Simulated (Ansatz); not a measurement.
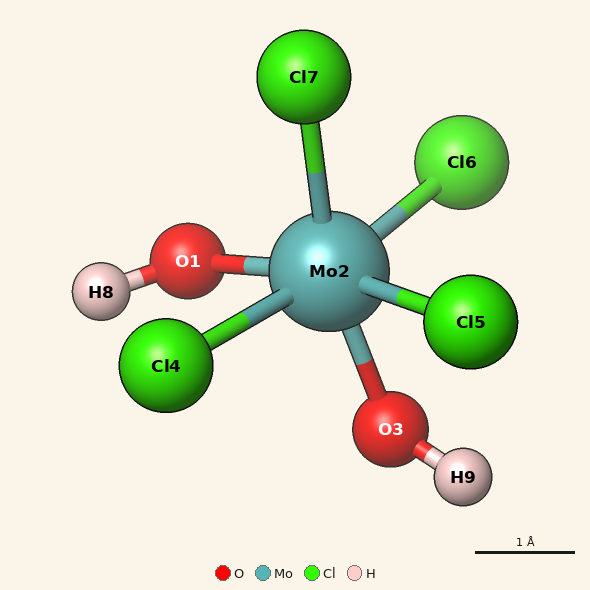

Simulated data, not a measurement (program: Ansatz).

Orthographic view. Atoms fade into the background with distance from the viewer. The species has charge +1 and is a spin doublet. Geometry: the geometry of the neutral molecule. Other spin states may lie lower.

Give the geometry as a Z-matrix, atoms in numerical order, with these reference atoms: 2 to 1; 3 to 2, 1; 4 to 2, 1, 3; 5 to 2, 1, 3; 6 to 2, 1, 3; 7 to 2, 1, 3; 8 to 1, 2, 3; 9 to 3, 2, 1.

```
O  
Mo   1   1.835
O    2   1.843   1    95.9
Cl   2   2.363   1    80.3   3   -94.0
Cl   2   2.332   1   164.6   3   -80.4
Cl   2   2.275   1    92.5   3    90.5
Cl   2   2.281   1    99.1   3   178.0
H    1   0.966   2   123.7   3    93.8
H    3   0.965   2   124.4   1  -174.6
```
